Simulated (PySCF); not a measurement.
**C₇H₁₂GaN: density, localisation and related maps**

```tsv
atom	x (Å)	y (Å)	z (Å)
C	-2.2858	0.5241	0.6647
C	-2.1379	-0.9673	0.3851
Ga	-1.0276	-1.4122	-1.2173
N	0.7686	-0.3963	-0.6828
C	1.6611	-0.9944	0.1111
C	2.7961	-0.3373	0.5713
C	3.0042	0.9861	0.1887
C	2.0704	1.6024	-0.6407
C	0.9628	0.8717	-1.0559
H	-2.9321	0.7376	1.5344
H	-2.7217	1.0575	-0.1968
H	-1.3132	1.0029	0.8739
H	-1.7203	-1.4858	1.2666
H	-3.1330	-1.4197	0.2249
H	-1.3480	-0.6067	-2.5508
H	-0.4448	-2.8853	-1.3289
H	1.4483	-2.0343	0.3743
H	3.5028	-0.8602	1.2177
H	3.8865	1.5313	0.5326
H	2.1934	2.6366	-0.9663
H	0.1993	1.2990	-1.7116
```

Geometry: PBE0-D3(BJ)/def2-SVP.

These are results of CAM-B3LYP/def2-SVPD, SCF density, gas phase (PySCF 2.14.0), not measurements.

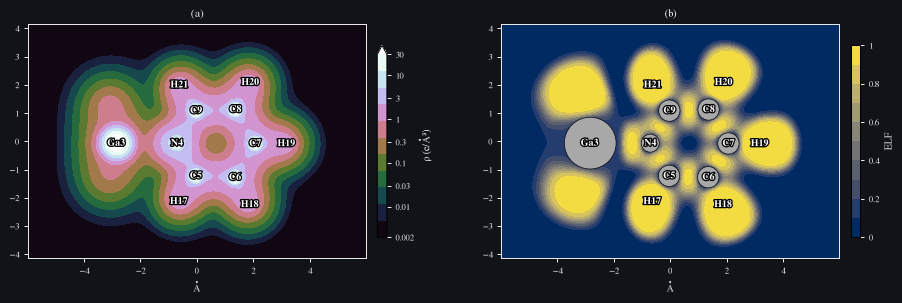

Figure 1. (a) total electron density; (b) electron localisation function on the plane of atoms C7, C8 and H20. Grey discs cover the atomic cores in the ELF map.

> What do the fields say about this system?

- The plane passes through Ga, N, C and H nuclei.
- C–N (1.34 Å): ρ at the midpoint is about 2.5 e/Å³; the ELF peaks at about 0.90 between the atoms (a covalent bond).
- C–C (1.39 Å): ρ at the midpoint is about 2.1 e/Å³; the ELF peaks at about 0.95 between the atoms (a covalent bond).
- Ga–N (2.13 Å): ρ at the midpoint is about 0.46 e/Å³; the ELF peaks at about 0.95 in the valence shell of N, 0.7 Å from its nucleus, and is about 0.30 at the midpoint.
- C–H (1.09 Å): ρ is about 2 e/Å³ halfway; the ELF climbs to about 1 towards the hydrogen, as it does in any bond to H: an ordinary covalent bond to hydrogen.

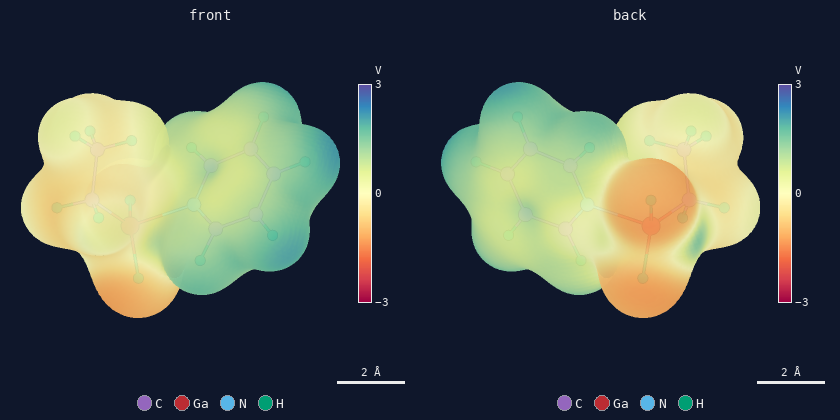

Figure 2. The electrostatic potential painted on the density surface at 0.004 e/bohr³, seen from the front and from behind; the colour scale runs from red (negative) to blue (positive).

> Where is the surface potential most negative and most positive?

The most negative region (about −1.3 V) lies over H15 and H16, the most positive (about +2.1 V) over H18, H19 and H20.

> How polar is the molecule by this calculation?

Its dipole moment is 6.34 D.
